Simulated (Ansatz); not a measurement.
**AlH₃ (triplet): correlated methods under varied settings**

Aim: run AlH₃ (triplet) at one geometry under a spread of methods and options, and see what each costs and gives.

The runs use Ansatz 0.2.0, Gaussian basis; the settings change from run to run.

28 further runs of the same task are left out: 6 for a known fault of the program, 8 that didn't finish, 14 set aside as unsound or not needed.

## Step 1: The system

The geometry is a PBE0/def2-TZVP stationary point (not a proven minimum).

4 atoms, charge 0, spin multiplicity 3.

Atoms are counted from 1 here; the program's logs count them from 0.

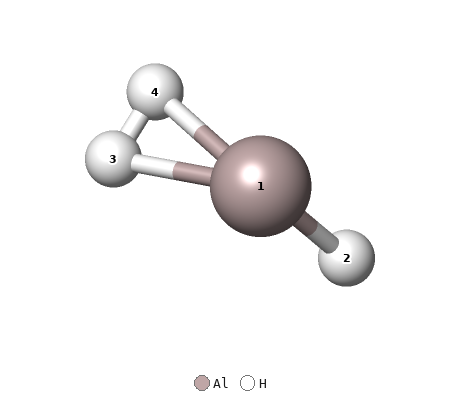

The structure; aluminium light grey, hydrogen white; atoms are numbered from 1 in the order of the file.

## Step 2: BCCD(T)/def2-mTZVP

in.yaml

```yaml
crystal:
  periodic: [false, false, false]
  atoms:
    - {symbol: Al, position_ang: [0.000000, 0.074413, -0.095633]}
    - {symbol: H, position_ang: [0.000000, -1.372409, -0.753982]}
    - {symbol: H, position_ang: [0.420650, -0.309773, 1.656991]}
    - {symbol: H, position_ang: [-0.420650, -0.309773, 1.656991]}
basis:
  gaussian: {orbitals: def2-mTZVP}
magnetization: {spin_polarized: true, initial_magnetization: 2}
hamiltonian: {xc: {name: PBE}}
correlation: {method: bccd_t, electrons: outside_noble_gas}
scf: {omitted_lower_state_checks: [cluster_reference]}
output: {forces: true}
```

On the command line:

```sh
$ ansatz run in.yaml --threads 1 --pin off --events-out ev --progress --plain --max-ram 2393MiB
```

The log of the run (excerpt; [...] marks lines left out):

```text
Functional definition: PBE
  name "PBE"
  cite "Perdew, Burke & Ernzerhof, Phys. Rev. Lett. 77, 3865 (1996) doi:10.1103/PhysRevLett.77.3865"
  parent pbe
[...]
303 factors; integrals over basis functions are off by at most 1.1e-3 eV
[...]
mean field -6638.09831556 eV, -243.9456136322 hartree, gradient 5.7e-7 eV, S^2 2.000731; 0 other end points of the search recorded, 0 dependent functions left out
5 core orbitals not correlated: weight in the atoms' cores, before any rotation towards them, 1.000 or more for the frozen orbitals, at most 0.000 for the correlated occupied ones
reference -6626.50506033 eV, -243.5195693606 hartree; 4, 2 occupied and 22, 24 virtual orbitals, 303 factors
second order -1.42226452 eV of doubles, -0.15677094 eV of singles
cycle   1  -1.88484019 eV  change   -3.1e-1 eV  update   5.0e-2
[...]
cycle  10  -2.03637220 eV  change   -8.3e-8 eV  update   3.3e-6
perturbative correction -0.03152494 eV, -0.0011585203 hartree
[...]
Total energy: -6628.57295747 eV, -243.5955631791 hartree
Atom 0 at     0.000000     0.074413    -0.095633 Å, force     0.000000     0.202279    -0.357144 eV/Å
Atom 1 at     0.000000    -1.372409    -0.753982 Å, force     0.000000    -0.099211    -0.020597 eV/Å
Atom 2 at     0.420650    -0.309773     1.656991 Å, force    -0.463778    -0.051534     0.188871 eV/Å
Atom 3 at    -0.420650    -0.309773     1.656991 Å, force     0.463778    -0.051534     0.188871 eV/Å
Dipole moment:     0.000000     0.104624     0.229995 e Å
Checks for a lower state left out: cluster_reference
```

Wall time 1.8 s (1 thread of Arm Neoverse V2, shared host).

From the report: ⟨S²⟩ of the determinant 2.001 (pure triplet: 2.00); correlation -2.0679 eV; largest double amplitude 0.04.

## Step 3: BCCD on ROHF/aug-cc-pVDZ

in.yaml

```yaml
crystal:
  periodic: [false, false, false]
  atoms:
    - {symbol: Al, position_ang: [0.000000, 0.074413, -0.095633]}
    - {symbol: H, position_ang: [0.000000, -1.372409, -0.753982]}
    - {symbol: H, position_ang: [0.420650, -0.309773, 1.656991]}
    - {symbol: H, position_ang: [-0.420650, -0.309773, 1.656991]}
basis:
  gaussian: {orbitals: aug-cc-pVDZ}
magnetization: {spin_polarized: false, initial_magnetization: 2}
correlation: {method: bccd, electrons: valence}
output: {forces: true}
```

The command is unchanged.

The log of the run (excerpt; [...] marks lines left out):

```text
Functional definition: HF
  name "HF"
  cite "Fock, Z. Phys. 61, 126 (1930) doi:10.1007/BF01340294"
  parent pbe
[...]
524 factors; integrals over basis functions are off by at most 5.0e-4 eV
[...]
mean field -6627.03509305 eV, -243.5390477037 hartree, gradient 2.4e-6 eV, S^2 2.000000; 1 other end points of the search recorded, 0 dependent functions left out
determinant -6627.03509305 eV, -243.5390477037 hartree, with singles and doubles -6629.66884672 eV, -243.6358363659 hartree
determinant -6624.12623049 eV, -243.4321489764 hartree, with singles and doubles -6626.73532044 eV, -243.5280312638 hartree
5 core orbitals not correlated: weight in the atoms' cores, before any rotation towards them, 1.000 or more for the frozen orbitals, at most 0.000 for the correlated occupied ones
reference -6627.03509305 eV, -243.5390477037 hartree; 4, 2 occupied and 45, 47 virtual orbitals, 524 factors
second order -1.97412473 eV of doubles, -0.01811455 eV of singles
cycle   1  -2.61183574 eV  change   -1.5e-1 eV  update   1.9e-2
[...]
cycle  12  -2.61778025 eV  change   -3.1e-7 eV  update   6.0e-7
[...]
Total energy: -6629.65287329 eV, -243.6352493534 hartree
Atom 0 at     0.000000     0.074413    -0.095633 Å, force     0.000000     0.113301    -0.229299 eV/Å
Atom 1 at     0.000000    -1.372409    -0.753982 Å, force     0.000000    -0.058142    -0.027947 eV/Å
Atom 2 at     0.420650    -0.309773     1.656991 Å, force    -0.118745    -0.027580     0.128623 eV/Å
Atom 3 at    -0.420650    -0.309773     1.656991 Å, force     0.118745    -0.027580     0.128623 eV/Å
Dipole moment:    -0.000000     0.096427     0.177953 e Å
```

Run time: 3.8 s. Hardware: 1 thread of Arm Neoverse V2, shared host.

From the report: correlation -2.6178 eV; largest double amplitude 0.03.

## Step 4: CCSD on UHF/def2-TZVP

Edit in.yaml of step 3 so:

```diff
@@ -8,5 +8,5 @@
 basis:
-  gaussian: {orbitals: aug-cc-pVDZ}
-magnetization: {spin_polarized: false, initial_magnetization: 2}
-correlation: {method: bccd, electrons: valence}
-output: {forces: true}
+  gaussian: {orbitals: def2-TZVP, point_charges: [{charge: -0.50, position_ang: [3.440, -0.742, 0.789]}]}
+magnetization: {spin_polarized: true, initial_magnetization: 2}
+correlation: {method: ccsd, electrons: outside_noble_gas}
+scf: {lower_state_search: full}
```

Launched as before.

The log of the run (excerpt; [...] marks lines left out):

```text
Functional definition: HF
  name "HF"
  cite "Fock, Z. Phys. 61, 126 (1930) doi:10.1007/BF01340294"
  parent pbe
[...]
376 factors; integrals over basis functions are off by at most 9.2e-4 eV
[...]
mean field -6627.28461593 eV, -243.5482175005 hartree, gradient 4.0e-6 eV, S^2 2.003979; 3 other end points of the search recorded, 0 dependent functions left out
determinant -6627.28461593 eV, -243.5482175005 hartree, with singles and doubles -6629.97577326 eV, -243.6471157082 hartree
determinant -6624.63451468 eV, -243.4508280761 hartree, with singles and doubles -6627.28600090 eV, -243.5482683974 hartree
5 core orbitals not correlated: weight in the atoms' cores, before any rotation towards them, 1.000 or more for the frozen orbitals, at most 0.000 for the correlated occupied ones
reference -6627.28461593 eV, -243.5482175005 hartree; 4, 2 occupied and 46, 48 virtual orbitals, 376 factors
second order -2.05591567 eV of doubles, -0.00000000 eV of singles
cycle   1  -2.64733946 eV  change   -1.9e-1 eV  update   1.8e-2
[...]
cycle   9  -2.66064858 eV  change    2.1e-6 eV  update   6.6e-6
Total energy: -6629.94526451 eV, -243.6459945323 hartree
```

Run time: 1 s. Hardware: 1 thread of Arm Neoverse V2, shared host.

From the report: ⟨S²⟩ of the determinant 2.004 (pure triplet: 2.00); correlation -2.6606 eV; T1 0.018; largest double amplitude 0.04.

## Step 5: MRCISD+Q(4,8)/def2-SVP

in.yaml

```yaml
crystal:
  periodic: [false, false, false]
  atoms:
    - {symbol: Al, position_ang: [0.000000, 0.074413, -0.095633]}
    - {symbol: H, position_ang: [0.000000, -1.372409, -0.753982]}
    - {symbol: H, position_ang: [0.420650, -0.309773, 1.656991]}
    - {symbol: H, position_ang: [-0.420650, -0.309773, 1.656991]}
basis:
  gaussian: {orbitals: def2-SVP}
magnetization: {spin_polarized: false, initial_magnetization: 2}
hamiltonian: {pseudopotentials: {relativity: scalar}}
correlation: {method: fic_mrcisd_q, electrons: outside_noble_gas, active_space: {window: {electrons: 4, orbitals: 8}}}
accuracy: high
```

Same command.

The log of the run (excerpt; [...] marks lines left out):

```text
Functional definition: HF
  name "HF"
  cite "Fock, Z. Phys. 61, 126 (1930) doi:10.1007/BF01340294"
  parent pbe
[...]
642 factors; integrals over basis functions are off by at most 3.7e-9 eV
[...]
mean field -6635.62743163 eV, -243.8548103226 hartree, gradient 1.5e-8 eV, S^2 2.000000; 0 other end points of the search recorded, 0 dependent functions left out
reference -6635.62743163 eV, -243.8548103226 hartree; 9, 7 occupied and 24, 26 virtual orbitals, 642 factors
state -6636.63501942 eV, -243.8918384910 hartree
contracted CI cycle   1: correlation 0.00000000 eV, 0.0000000000 hartree, residual 8.47e0 eV
contracted CI cycle   2: correlation -1.32615841 eV, -0.0487354227 hartree, residual 2.02e0 eV
contracted CI cycle   3: correlation -1.41331626 eV, -0.0519384144 hartree, residual 7.61e-1 eV
contracted CI cycle   4: correlation -1.42641743 eV, -0.0524198738 hartree, residual 3.24e-1 eV
[...]
contracted CI cycle   9: correlation -1.56819351 eV, -0.0576300484 hartree, residual 5.30e-4 eV
contracted CI cycle  10: correlation -1.56819351 eV, -0.0576300485 hartree, residual 1.60e-4 eV
contracted CI cycle  11: correlation -1.56819351 eV, -0.0576300485 hartree, residual 5.07e-5 eV
contracted CI cycle  12: correlation -1.56819351 eV, -0.0576300485 hartree, residual 1.80e-5 eV
contracted CI cycle  13: correlation -1.56819351 eV, -0.0576300485 hartree, residual 5.97e-6 eV
state -6636.50654772 eV, -243.8871172431 hartree; corrected -6638.12794316 eV, -243.9467024265 hartree
state -6636.50654772 eV, -243.8871172431 hartree; corrected -6638.12794316 eV, -243.9467024265 hartree
the orbitals are reached from a further start. From the first start the search ends at -6636.63501782 eV, -243.8918384320 hartree
WARN: the results are in doubt because another end's mean lies 0.128 eV lower, and its corrected mean 0.004 eV higher
Total energy: -6638.12794316 eV, -243.9467024265 hartree
Relativity: scalar
In doubt: another end's mean lies 0.128 eV lower, and its corrected mean 0.004 eV higher
```

It took 6 s on 1 thread of Arm Neoverse V2, shared host.

From the report: 390 determinants; active occupations 1.96, 1.00, 1.00, 0.02, 0.01, 0.01, 0.01, 0.00. Mind the lines of doubt at the end of the log.

## Step 6: CASSCF(6,5)/cc-pVDZ

in.yaml

```yaml
crystal:
  periodic: [false, false, false]
  atoms:
    - {symbol: Al, position_ang: [0.000000, 0.074413, -0.095633]}
    - {symbol: H, position_ang: [0.000000, -1.372409, -0.753982]}
    - {symbol: H, position_ang: [0.420650, -0.309773, 1.656991]}
    - {symbol: H, position_ang: [-0.420650, -0.309773, 1.656991]}
basis:
  gaussian: {orbitals: cc-pVDZ}
magnetization: {spin_polarized: false, initial_magnetization: 2}
correlation: {active_space: {window: {electrons: 6, orbitals: 5}}}
accuracy: high
scf: {lower_state_search: off}
```

Same command.

The log of the run:

```text
Functional definition: HF
  name "HF"
  cite "Fock, Z. Phys. 61, 126 (1930) doi:10.1007/BF01340294"
  parent pbe
  exchange = exact_x
  correlation = 0
these checks for a lower state are left out or cut short: stability, starts, cluster_reference, orbital_swaps, neighbouring_geometries, increment
696 factors; integrals over basis functions are off by at most 3.5e-9 eV
mean field evaluation 1: about -6626.0605 eV, gradient 8.4e0 eV
mean field evaluation 2: about -6626.0629 eV, gradient 8.4e0 eV
mean field evaluation 4: about -6626.9823 eV, gradient 7.0e-1 eV
mean field evaluation 8: about -6626.9956 eV, gradient 2.5e-3 eV
mean field -6626.99558860 eV, -243.5375959420 hartree, gradient 3.3e-8 eV, S^2 2.000000; 0 other end points of the search recorded, 0 dependent functions left out
reference -6626.99558860 eV, -243.5375959420 hartree; 9, 7 occupied and 24, 26 virtual orbitals, 696 factors
state -6627.47119480 eV, -243.5550741477 hartree
Total energy: -6627.47119480 eV, -243.5550741477 hartree
Checks for a lower state left out: stability, starts, cluster_reference, orbital_swaps, neighbouring_geometries, increment
```

Run time: 0.48 s. Hardware: 1 thread of Arm Neoverse V2, shared host.

From the report: 100 determinants; active occupations 2.00, 1.98, 1.00, 1.00, 0.02.

## Step 7: MP2 on ROHF/6-31G

Edit in.yaml of step 6 so:

```diff
@@ -8,6 +8,5 @@
 basis:
-  gaussian: {orbitals: cc-pVDZ}
+  gaussian: {orbitals: 6-31G}
 magnetization: {spin_polarized: false, initial_magnetization: 2}
-correlation: {active_space: {window: {electrons: 6, orbitals: 5}}}
+correlation: {method: mp2, electrons: outside_noble_gas}
 accuracy: high
-scf: {lower_state_search: off}
```

Launched as before.

The log of the run:

```text
Functional definition: HF
  name "HF"
  cite "Fock, Z. Phys. 61, 126 (1930) doi:10.1007/BF01340294"
  parent pbe
  exchange = exact_x
  correlation = 0
417 factors; integrals over basis functions are off by at most 4.6e-9 eV
mean field evaluation 1: about -6625.0501 eV, gradient 7.9e0 eV
mean field evaluation 2: about -6625.0538 eV, gradient 7.9e0 eV
mean field evaluation 4: about -6625.8461 eV, gradient 6.6e-1 eV
mean field evaluation 8: about -6625.8585 eV, gradient 1.7e-3 eV
mean field -6625.85852362 eV, -243.4958095748 hartree, gradient 2.2e-8 eV, S^2 2.000000; 0 other end points of the search recorded, 0 dependent functions left out
mean field evaluation 16: about -6625.0457 eV, gradient 6.3e0 eV
5 core orbitals not correlated: weight in the atoms' cores, before any rotation towards them, 1.000 or more for the frozen orbitals, at most 0.000 for the correlated occupied ones
reference -6625.85852362 eV, -243.4958095748 hartree; 4, 2 occupied and 10, 12 virtual orbitals, 417 factors
second order -1.06326742 eV of doubles, -0.00698495 eV of singles
Total energy: -6626.92877599 eV, -243.5351406241 hartree
```

Wall time 0.15 s (1 thread of Arm Neoverse V2, shared host).

## Step 8: NEVPT2(4,9)/6-31++G**

Edit in.yaml of step 7 so:

```diff
@@ -8,5 +8,5 @@
 basis:
-  gaussian: {orbitals: 6-31G}
+  gaussian: {orbitals: "6-31++G**"}
 magnetization: {spin_polarized: false, initial_magnetization: 2}
-correlation: {method: mp2, electrons: outside_noble_gas}
-accuracy: high
+correlation: {method: sc_nevpt2, electrons: valence, active_space: {window: {electrons: 4, orbitals: 9}}}
+output: {forces: true}
```

The command is unchanged.

The log of the run (excerpt; [...] marks lines left out):

```text
Functional definition: HF
  name "HF"
  cite "Fock, Z. Phys. 61, 126 (1930) doi:10.1007/BF01340294"
  parent pbe
[...]
351 factors; integrals over basis functions are off by at most 1.3e-3 eV
[...]
mean field -6626.62456455 eV, -243.5239610598 hartree, gradient 2.2e-6 eV, S^2 2.000000; 0 other end points of the search recorded, 0 dependent functions left out
reference -6626.62456455 eV, -243.5239610598 hartree; 9, 7 occupied and 32, 34 virtual orbitals, 351 factors
state -6627.64799395 eV, -243.5615713966 hartree
state -6627.64799395 eV, -243.5615713966 hartree; corrected -6628.59088964 eV, -243.5962221740 hartree
state -6627.57097604 eV, -243.5587410403 hartree
state -6627.57097604 eV, -243.5587410403 hartree; corrected -6628.66367156 eV, -243.5988968601 hartree
state -6627.57097604 eV, -243.5587410403 hartree; corrected -6628.66367156 eV, -243.5988968601 hartree
the orbitals are reached from a further start. From the first start the search ends at -6627.64799309 eV, -243.5615713649 hartree
[...]
WARN: the results are in doubt because another end's mean lies 0.077 eV lower, and its corrected mean 0.073 eV higher
Total energy: -6628.66367156 eV, -243.5988968601 hartree
Atom 0 at     0.000000     0.074413    -0.095633 Å, force    -0.000000    -0.009245    -0.075821 eV/Å
Atom 1 at     0.000000    -1.372409    -0.753982 Å, force     0.000000     0.026063     0.016474 eV/Å
Atom 2 at     0.420650    -0.309773     1.656991 Å, force    -0.836227    -0.008409     0.029673 eV/Å
Atom 3 at    -0.420650    -0.309773     1.656991 Å, force     0.836227    -0.008409     0.029673 eV/Å
Dipole moment:     0.000000     0.113908     0.175376 e Å
In doubt: another end's mean lies 0.077 eV lower, and its corrected mean 0.073 eV higher
```

Wall time 9.5 s (1 thread of Arm Neoverse V2, shared host).

From the report: 648 determinants; active occupations 1.96, 1.00, 0.99, 0.02, 0.01, 0.01, 0.01, 0.00, 0.00. Mind the lines of doubt at the end of the log.

## Step 9: CCSD(T) on UHF/6-31++G**

Edit in.yaml of step 8 so:

```diff
@@ -9,4 +9,4 @@
   gaussian: {orbitals: "6-31++G**"}
-magnetization: {spin_polarized: false, initial_magnetization: 2}
-correlation: {method: sc_nevpt2, electrons: valence, active_space: {window: {electrons: 4, orbitals: 9}}}
+magnetization: {spin_polarized: true, initial_magnetization: 2}
+correlation: {method: ccsd_t, electrons: outside_noble_gas}
 output: {forces: true}
```

The command is unchanged.

The log of the run (excerpt; [...] marks lines left out):

```text
Functional definition: HF
  name "HF"
  cite "Fock, Z. Phys. 61, 126 (1930) doi:10.1007/BF01340294"
  parent pbe
[...]
351 factors; integrals over basis functions are off by at most 1.3e-3 eV
[...]
mean field -6626.64894873 eV, -243.5248571618 hartree, gradient 6.8e-7 eV, S^2 2.002806; 1 other end points of the search recorded, 0 dependent functions left out
determinant -6626.64894873 eV, -243.5248571618 hartree, with singles and doubles -6628.99141465 eV, -243.6109411968 hartree
determinant -6623.67662059 eV, -243.4156261174 hartree, with singles and doubles -6626.01656871 eV, -243.5016176246 hartree
5 core orbitals not correlated: weight in the atoms' cores, before any rotation towards them, 1.000 or more for the frozen orbitals, at most 0.000 for the correlated occupied ones
reference -6626.64894873 eV, -243.5248571618 hartree; 4, 2 occupied and 32, 34 virtual orbitals, 351 factors
second order -1.79629709 eV of doubles, -0.00000000 eV of singles
cycle   1  -2.31452513 eV  change   -1.6e-1 eV  update   1.7e-2
[...]
cycle  11  -2.32667575 eV  change   -9.0e-8 eV  update   6.8e-7
perturbative correction -0.03895480 eV, -0.0014315625 hartree
[...]
Total energy: -6629.01457928 eV, -243.6117924812 hartree
Atom 0 at     0.000000     0.074413    -0.095633 Å, force    -0.000000    -0.045878    -0.143080 eV/Å
Atom 1 at     0.000000    -1.372409    -0.753982 Å, force     0.000000     0.077317     0.048024 eV/Å
Atom 2 at     0.420650    -0.309773     1.656991 Å, force    -0.661598    -0.015719     0.047528 eV/Å
Atom 3 at    -0.420650    -0.309773     1.656991 Å, force     0.661598    -0.015719     0.047528 eV/Å
Dipole moment:     0.000000     0.113100     0.203645 e Å
```

Run time: 1.3 s. Hardware: 1 thread of Arm Neoverse V2, shared host.

From the report: ⟨S²⟩ of the determinant 2.003 (pure triplet: 2.00); correlation -2.3656 eV; T1 0.016; largest double amplitude 0.04.

## Step 10: CASCI(4,7)/6-31G*

in.yaml

```yaml
crystal:
  periodic: [false, false, false]
  atoms:
    - {symbol: Al, position_ang: [0.000000, 0.074413, -0.095633]}
    - {symbol: H, position_ang: [0.000000, -1.372409, -0.753982]}
    - {symbol: H, position_ang: [0.420650, -0.309773, 1.656991]}
    - {symbol: H, position_ang: [-0.420650, -0.309773, 1.656991]}
basis:
  gaussian: {orbitals: "6-31G*"}
magnetization: {spin_polarized: false, initial_magnetization: 2}
correlation: {active_space: {window: {electrons: 4, orbitals: 7}, fixed_orbitals: true}}
scf: {lower_state_search: off}
```

Launched as before.

The log of the run:

```text
Functional definition: HF
  name "HF"
  cite "Fock, Z. Phys. 61, 126 (1930) doi:10.1007/BF01340294"
  parent pbe
  exchange = exact_x
  correlation = 0
these checks for a lower state are left out or cut short: stability, starts, cluster_reference, orbital_swaps, neighbouring_geometries, increment
261 factors; integrals over basis functions are off by at most 8.8e-4 eV
mean field evaluation 1: about -6625.4954 eV, gradient 8.3e0 eV
mean field evaluation 2: about -6625.4977 eV, gradient 8.3e0 eV
mean field evaluation 4: about -6626.3468 eV, gradient 7.0e-1 eV
mean field evaluation 8: about -6626.3584 eV, gradient 2.2e-3 eV
mean field -6626.35835844 eV, -243.5141781655 hartree, gradient 1.6e-6 eV, S^2 2.000000; 0 other end points of the search recorded, 0 dependent functions left out
reference -6626.35835844 eV, -243.5141781655 hartree; 9, 7 occupied and 16, 18 virtual orbitals, 261 factors
state -6626.50238320 eV, -243.5194709778 hartree
Total energy: -6626.50238320 eV, -243.5194709778 hartree
Checks for a lower state left out: stability, starts, cluster_reference, orbital_swaps, neighbouring_geometries, increment
```

Wall time 0.09 s (1 thread of Arm Neoverse V2, shared host).

From the report: 220 determinants; active occupations 1.99, 1.00, 1.00, 0.01, 0.00, 0.00, 0.00.

## Step 11: The runs in one table

 † marks a result that the program doubts.

```csv
level,correlated,functions,energy (eV),time
BCCD(T)/def2-mTZVP (on PBE orbitals),outside noble gas,31,-6628.5730,1.8 s
BCCD on ROHF/aug-cc-pVDZ,valence,54,-6629.6529,3.8 s
CCSD on UHF/def2-TZVP (beside a point charge),outside noble gas,55,-6629.9453,1 s
"MRCISD+Q(4,8)/def2-SVP (relativity set) †",outside noble gas,33,-6638.1279,6 s
"CASSCF(6,5)/cc-pVDZ",,33,-6627.4712,0.48 s
MP2 on ROHF/6-31G,outside noble gas,19,-6626.9288,0.15 s
"NEVPT2(4,9)/6-31++G** †",valence,41,-6628.6637,9.5 s
CCSD(T) on UHF/6-31++G**,outside noble gas,41,-6629.0146,1.3 s
"CASCI(4,7)/6-31G*",,25,-6626.5024,0.09 s
```

## Step 12: What came out

| quantity | value |
| --- | --- |
| runs | 9 |
| quickest | CASCI(4,7)/6-31G*, 0.09 s |
| slowest | NEVPT2(4,9)/6-31++G** †, 9.5 s |

Total energies in different bases, with other cores or another treatment of relativity can't be set against each other. NEVPT2(4,9)/6-31++G** † took 106 times as long as CASCI(4,7)/6-31G*; the jobs differ in more than the method.
